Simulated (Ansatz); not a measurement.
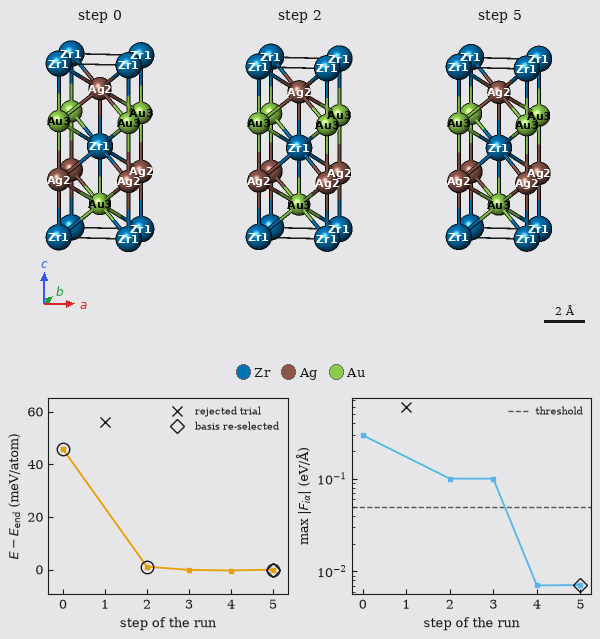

Frames of a relaxation of a crystal of ZrAgAu (a generated structure, set up in I4mm) (coarse preliminary run), marked on the history of the run. The picture is a ball-and-stick view of the conventional cell (2 times the calculation's cell), seen slightly off an axis. Lengths and directions refer to the drawn axes.

All numbers below come from DFT PBEsol, scalar-relativistic, plane waves, PAW (Ansatz 0.2.0).

Input file:
```yaml
crystal:
  lattice:
    - [-1.8134090555, 1.8134090555, 4.4851880693]
    - [1.8134090555, -1.8134090555, 4.4851880693]
    - [1.8134090555, 1.8134090555, -4.4851880693]
  atoms:
    - { symbol: Zr, position: [0.0, 0.0, 0.0] }
    - { symbol: Ag, position: [0.33168188, 0.33168188, 0.0] }
    - { symbol: Au, position: [0.66831812, 0.66831812, 0.0] }
basis:
  ecutwfc: 420
kpoints:
  mp_grid: { grid: [8, 8, 8] }
hamiltonian:
  xc: pbesol
scf:
  occupations: { method: gaussian, width: 0.1 }
output:
  forces: true
  stress: true
  eigenvalues: true
relax:
  adjacent_minimum: "off"
  f_tol: 0.05
  max_steps: 80
  cell: { stress_tol: 0.5 }
```

Run as
```bash
ansatz run input.yaml --threads 1 --pin off --max-ram 3072MiB --backend cpu --events-out ev --progress --plain --runs-dir out
```

> What happens along the run?

The energy falls by 45.8 meV per atom in 3 accepted moves (5 points after the start). Largest force component: 0.3 eV/Å at the start, 0.0071 eV/Å at the end. The pressure goes from −9.18 to 0.00 GPa. The line search rejected the trial step at point 1 of the run. The SCF was repeated once at an unchanged geometry on a basis and grid sized afresh for the cell, which shifted the energy by 0.3 meV per atom at most. Ag2 moves most relative to the cell: 0.026 Å along −c. By element the largest moves are Ag 0.026 Å, Zr 0.019 Å, Au 0.007 Å. The volume changes by −7.2 %, with a = b 3.627 → 3.532 Å (−2.6 %), c 8.970 → 8.779 Å (−2.1 %). Among the contacts that change: Zr1–Ag2 2.975 → 2.866 Å, Ag2–Au3 2.954 → 2.864 Å, Zr1–Au3 2.976 → 2.896 Å, Zr1–Au3 (another image) 2.975 → 2.924 Å. The space group stays I4mm (No. 107). Cost: 29 s on 1 thread of Intel(R) Xeon(R) 6975P-C (Granite Rapids), with other jobs on the host, peak memory 0.47 GiB. From step 0 to 2: Ag2 moves most (0.02 Å), volume −6.1 %, energy −44.7 meV per atom. From step 2 to 5: volume −1.2 %, energy −1.1 meV per atom.

```tsv
step	E − E(0), meV/atom	largest force component, eV/Å	pressure, GPa	volume, Å³/atom	note
0	0.00	0.2953	-9.18	19.666	
1	10.43	0.5993	13.87	16.930	rejected
2	-44.71	0.1004	-1.70	18.470	
3	-45.93	0.1002	-0.17	18.273	
4	-46.15	0.0071	0.00	18.252	
5	-45.81	0.0071	0.00	18.252	same geometry, new basis
```
